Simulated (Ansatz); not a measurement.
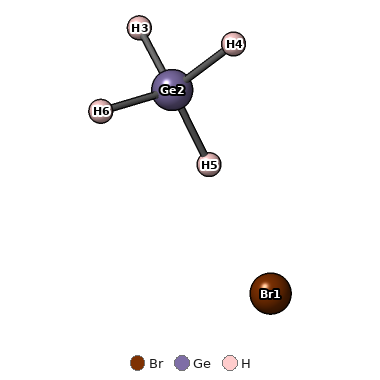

The system is the pair Br···GeH₄, charge −1; the picture shows the reference structure. The turn is about an axis along (−0.99, 0.12, 0.03) in the frame of the relaxed pair, normal to the line between the partners. First axis: distance Ge2···Br1. Second axis: turn of Br1 about Ge2. Grid: 11 × 11 points. Energies: kcal/mol, counted from the ion and the molecule far apart, frozen as in the relaxed pair, each in its own basis (no counterpoise correction). Level of theory: RKS B3LYP-D4/def2-TZVPD (Ansatz).

Its coordinates:

```xyz
6

Br   -0.0685    0.1925   -3.5122
Ge    0.0124   -0.0349    0.6509
H    -1.2511    0.5595    1.3214
H     1.2171    0.7146    1.2721
H    -0.0240    0.0650   -0.8849
H     0.1141   -1.4966    1.1526
```

Range: distance Ge2···Br1 from 3.503 to 6.103 Å; turn of Br1 about Ge2 from −60 to 60°.

> What landscape does the calculation give?

The lowest grid point is at distance Ge2···Br1 = 3.776 Å, turn of Br1 about Ge2 = −60°, −4.99 kcal/mol from the ion and the molecule far apart, frozen as in the relaxed pair, each in its own basis (no counterpoise correction). It lies at the edge of the scanned range, so the true minimum may lie outside. There is a further well near distance Ge2···Br1 = 4.224 Å, turn of Br1 about Ge2 = 0° (0.040 kcal/mol above the lowest at that grid point). The highest grid point, distance Ge2···Br1 = 3.503 Å, turn of Br1 about Ge2 = 0°, lies 6.73 kcal/mol above the lowest.

```tsv
turn of Br1 about Ge2 ↓, distance Ge2···Br1 →	3.503	3.606	3.776	3.985	4.224	4.488	4.775	5.081	5.405	5.746	6.103
60	−1.97	−2.73	−3.43	−3.67	−3.49	−3.07	−2.56	−2.08	−1.68	−1.36	−1.11
48	−2.24	−3.02	−3.73	−3.96	−3.76	−3.31	−2.77	−2.26	−1.83	−1.49	−1.23
36	−1.43	−2.57	−3.66	−4.13	−4.04	−3.61	−3.05	−2.50	−2.02	−1.64	−1.35
24	−0.10	−1.80	−3.48	−4.32	−4.39	−3.99	−3.39	−2.77	−2.23	−1.80	−1.46
12	1.15	−1.13	−3.40	−4.57	−4.77	−4.37	−3.71	−3.02	−2.41	−1.93	−1.56
0	1.74	−0.83	−3.38	−4.70	−4.95	−4.54	−3.85	−3.13	−2.49	−1.99	−1.60
−12	1.22	−1.10	−3.41	−4.60	−4.81	−4.40	−3.74	−3.04	−2.43	−1.94	−1.57
−24	−0.17	−1.89	−3.59	−4.43	−4.49	−4.08	−3.46	−2.82	−2.27	−1.83	−1.49
−36	−1.99	−3.06	−4.05	−4.43	−4.27	−3.79	−3.18	−2.60	−2.10	−1.70	−1.39
−48	−3.71	−4.24	−4.63	−4.59	−4.20	−3.61	−2.99	−2.43	−1.96	−1.59	−1.31
−60	−4.74	−4.96	−4.99	−4.69	−4.14	−3.49	−2.85	−2.29	−1.84	−1.49	−1.22
```

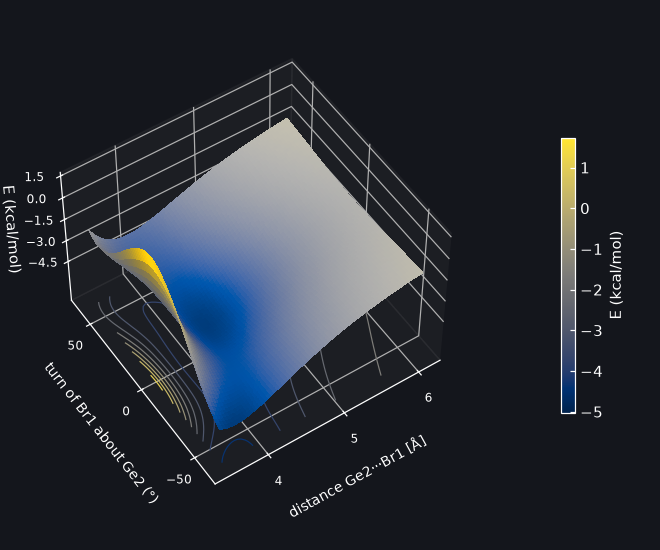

The picture shows a relief with its contours projected below. Between grid points the surface is interpolated.

Each point was launched as `ansatz run input.yaml --threads 1 --pin off --max-ram 2560MiB --backend cpu --events-out ev --progress --plain --runs-dir out`. The whole map (121 points run) took 10 min on 1 thread of Intel(R) Xeon(R) Platinum 8488C (Sapphire Rapids), with other jobs on the host.
